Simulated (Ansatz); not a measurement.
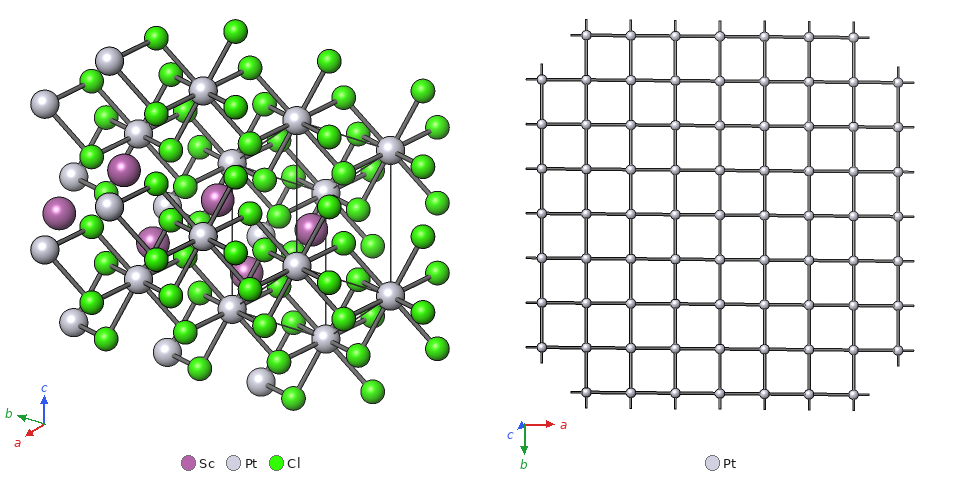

Left: the structure. Right: its underlying net. Nodes are coloured by element. One layer is drawn. Edges to nodes outside the piece are drawn as stubs.

System ScPtCl₄ (space group P4/mmm, No. 123); source of the atomic positions: the geometry relaxed with Ansatz 0.2.0, DFT PBE, scalar-relativistic, plane waves, PAW; the starting structure was generated, so it need not be a known form of this composition.

Bonds are taken as Cl–Pt below 3.1 Å; Sc is left out of the net, as the electropositive filling of the structure; no other contact counts. The graph is simplified in the usual way: terminal and isolated atoms are pruned, two-connected atoms become edges. Two bridges between the same pair of nodes count as one edge.

The result is a uninodal 4-connected, two-periodic (layers) net: Pt is a 4-connected node. Cl becomes part of the edges. It is the sql net, known from the square lattice. The layers lie parallel to (001).

```
node  links  point symbol        coordination sequence
  Pt      4       4^4.6^2  4 8 12 16 20 24 28 32 36 40
```
